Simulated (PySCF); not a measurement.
# GeHSClF2 (SMILES [F][Ge]([F])([SH])[Cl]) at 4 levels

Aim: a comparison of 4 runs (TPSSh/pc-0, TPSSh/pc-1, TPSSh/aug-pc-1, TPSSh/pc-2) of GeHSClF2. Input form: a Python script.

The calculation is run with PySCF 2.14.0.

## (1) The system as given

GeHSClF2: 6 atoms, total charge 0, spin state singlet. SMILES: `[F][Ge]([F])([SH])[Cl]`. Geometry: relaxed at PBE0-D4/def2-TZVP. This is one conformer, not always the lowest.

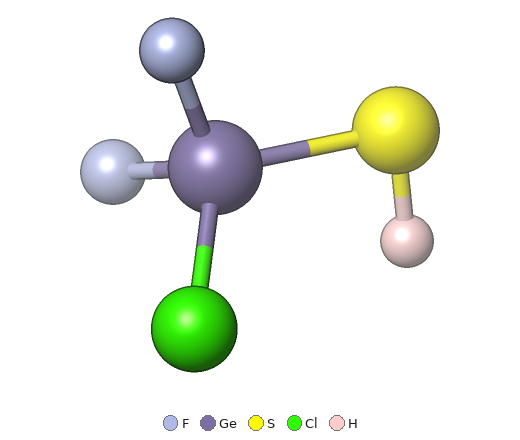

The structure, seen from a chosen angle (fluorine light blue, germanium purple, sulfur yellow, chlorine green, hydrogen pink).

## (2) The energy at TPSSh/pc-0 (run 1)

Input file calc.py:

```python
from pyscf import gto, dft

mol = gto.Mole()
mol.atom = '''
F        1.195200      -1.026500       1.349900
Ge       0.311400      -0.342500       0.054400
F       -0.328600      -1.676100      -0.811000
S       -1.234100       0.922900       0.913700
Cl       1.647500       0.628700      -1.261100
H       -1.549400       1.429400      -0.292000
'''
mol.verbose = 3
mol.spin = 0
mol.charge = 0
mol.basis = 'pc-0'
mol.max_memory = 1860
mol.build()

myscf = dft.RKS(mol, xc='tpssh')
myscf.grids.level = 4
myscf.conv_tol = 1e-10
myscf.kernel()
if not myscf.converged:
    myscf = myscf.newton().run(myscf.mo_coeff, myscf.mo_occ)

e_final = myscf.e_tot
print(f'total energy: {e_final:.8f} hartree')
```

On the command line:

```
$ OMP_NUM_THREADS=1 python calc.py
```

The log of the run:

```text
converged SCF energy = -3133.1096817965
total energy: -3133.10968180 hartree
```

It took 21 s on 1 thread of Arm Neoverse V1, shared host; peak memory 0.38 GiB.

## (3) The energy at TPSSh/pc-1 (run 2)

Input file geometry.xyz:

```xyz
6

F      1.195200    -1.026500     1.349900
Ge     0.311400    -0.342500     0.054400
F     -0.328600    -1.676100    -0.811000
S     -1.234100     0.922900     0.913700
Cl     1.647500     0.628700    -1.261100
H     -1.549400     1.429400    -0.292000
```

Input file input.py:

```python
from pyscf import gto, dft

molecule = gto.M(
    atom='geometry.xyz',
    max_memory=1860,
    verbose=4,
    charge=0,
    basis='pc-1',
)

mf = dft.RKS(molecule, xc='tpssh')
mf.conv_tol = 1e-10
mf.grids.level = 4
mf.kernel()
if not mf.converged:
    mf = mf.newton().run(mf.mo_coeff, mf.mo_occ)

e_tot = mf.e_tot
print(f'total energy: {e_tot:.8f} hartree')
```

On the command line:

```
$ OMP_NUM_THREADS=1 python input.py
```

The log of the run:

```text
PySCF version 2.14.0

[... 75 lines left out ...]
converged SCF energy = -3135.67691376012
total energy: -3135.67691376 hartree
```

Run time: 35 s. Hardware: 1 thread of Arm Neoverse V1, shared host; peak memory 0.51 GiB.

Run 3 isn't shown in full; the table further down has it.

## (4) A single-point energy at TPSSh/pc-2 (run 4)

Input file mol.xyz:

```xyz
6

F      1.195200    -1.026500     1.349900
Ge     0.311400    -0.342500     0.054400
F     -0.328600    -1.676100    -0.811000
S     -1.234100     0.922900     0.913700
Cl     1.647500     0.628700    -1.261100
H     -1.549400     1.429400    -0.292000
```

Input file job.py:

```python
# [F][Ge]([F])([SH])[Cl]
from pyscf import gto, dft

mol = gto.Mole()
mol.atom = 'mol.xyz'
mol.verbose = 4
mol.basis = 'pc-2'
mol.max_memory = 1860
mol.build()

myscf = dft.RKS(mol)
myscf.xc = 'tpssh'
myscf.conv_tol = 1e-10
myscf.grids.level = 4
myscf.kernel()
if not myscf.converged:
    myscf = myscf.newton().run(myscf.mo_coeff, myscf.mo_occ)

energy = myscf.e_tot
print('Final energy', energy)
```

On the command line:

```
$ OMP_NUM_THREADS=1 python job.py
```

The log of the run:

```text
PySCF version 2.14.0

[... 77 lines left out ...]
converged SCF energy = -3135.9986234725
Final energy -3135.998623472503
```

It took 2 min on 1 thread of Arm Neoverse V1, shared host; peak memory 1.8 GiB.

## (5) The series

| run | level | energy (Eh) | dipole moment (D) | HOMO energy (eV) | LUMO energy (eV) | wall time |
| --- | --- | --- | --- | --- | --- | --- |
| 1 | TPSSh/pc-0 | -3133.109682 | 2.52 | -8.37 | -3.01 | 21 s |
| 2 | TPSSh/pc-1 | -3135.676914 | 2.51 | -8.10 | -2.33 | 35 s |
| 3 | TPSSh/aug-pc-1 | -3135.700272 | 2.41 | -8.05 | -2.39 | 70 s |
| 4 | TPSSh/pc-2 | -3135.998623 | 2.40 | -8.05 | -2.18 | 2 min |

Convergence of the HOMO energy of singlet GeHSClF2 with the basis set, against the last point:

| basis set | from the last (eV) | wall time |
| --- | --- | --- |
| pc-0 | -0.3193 | 21 s |
| pc-1 | -0.0540 | 35 s |
| aug-pc-1 | -0.0008 | 70 s |
| pc-2 | +0.0000 | 2 min |

Convergence of the total energy of singlet GeHSClF2 with the basis set, against the last point:

| basis set | from the last (mEh) | wall time |
| --- | --- | --- |
| pc-0 | +2888.942 | 21 s |
| pc-1 | +321.710 | 35 s |
| aug-pc-1 | +298.351 | 70 s |
| pc-2 | +0.000 | 2 min |

## (6) What came out

```
            quantity           value
 run 4: total energy  -3135.99862 Eh
run 4: dipole moment          2.40 D
  run 4: HOMO energy        -8.05 eV
  run 4: LUMO energy        -2.18 eV
run 4: HOMO–LUMO gap         5.87 eV
```

What this shows: For the HOMO energy of singlet GeHSClF2 to stay within 0.1 eV of the last point, pc-1 is the first point of the series from which all later ones do (35 s against 2 min). The dipole moment (its size) runs from 2.40 D (TPSSh/pc-2) to 2.52 D (TPSSh/pc-0). The HOMO–LUMO gap runs from 5.36 eV (TPSSh/pc-0) to 5.87 eV (TPSSh/pc-2). All runs together took 4.1 min, the longest 2 min.
